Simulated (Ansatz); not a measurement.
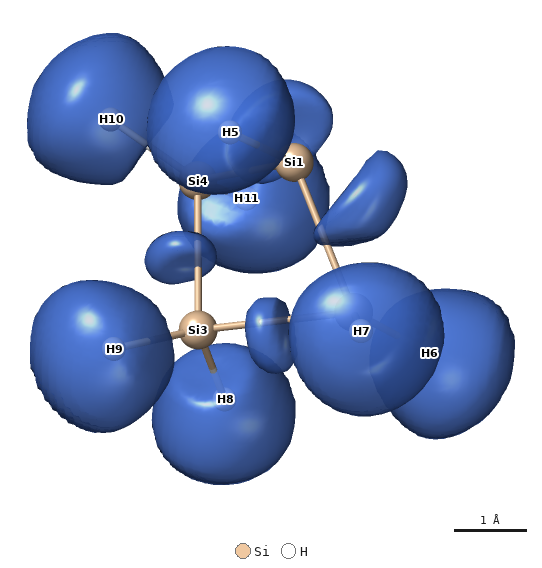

*H7Si4 (SMILES [SiH+]1[SiH2][SiH2][SiH2]1) (charge +1). Isosurface of the electron localisation function at 0.9 (blue), seen at an oblique angle. Only the valence region is drawn (cores and ρ < 0.01 e/Å³ removed).*

Geometry: B3LYP-D3(BJ)/def2-SVP.

Computed with isolated molecule in a Gaussian basis; Kohn-Sham density functional theory, functional PBE0 (Ansatz).

Input

```
crystal:
  periodic: [false, false, false]
  atoms:
    - {symbol: Si, position_ang: [-1.162077, 0.999843, -1.146401]}
    - {symbol: Si, position_ang: [0.325733, 2.384450, -2.231767]}
    - {symbol: Si, position_ang: [1.140400, 1.927362, 0.025136]}
    - {symbol: Si, position_ang: [0.036159, -0.218762, 0.399051]}
    - {symbol: H, position_ang: [-2.095866, 1.884343, -0.374085]}
    - {symbol: H, position_ang: [1.251874, 1.756602, -3.200004]}
    - {symbol: H, position_ang: [-0.208245, 3.726760, -2.550886]}
    - {symbol: H, position_ang: [2.515858, 1.459749, -0.286751]}
    - {symbol: H, position_ang: [0.932707, 2.978905, 1.042628]}
    - {symbol: H, position_ang: [-0.673698, -0.455285, 1.675340]}
    - {symbol: H, position_ang: [0.912337, -1.292995, -0.118388]}
basis:
  gaussian:
    orbitals: def2-TZVPD
total_charge: 1
hamiltonian:
  xc: pbe0
output: {forces: true, orbitals: {seedname: orbitals}}
```

Command:

```sh
ansatz run input.yaml --threads 2 --pin off --max-ram 4350MiB --events-out events.jsonl --progress --plain --runs-dir runs
```

> Identify the bonds, lone pairs and shells in this picture.

At this value the surface marks out two regions between bonded Si–Si atoms (shared pairs), seven regions around hydrogen nuclei and two regions on Si in which the atom's valence shell and bonds are merged.

Values along the shortest contacts:
Si–Si (2.30 Å): the ELF peaks at about 0.95 between the atoms: a shared electron pair. Si–H (1.48 Å): the ELF climbs to about 1 towards the hydrogen, as it does in any bond to H.
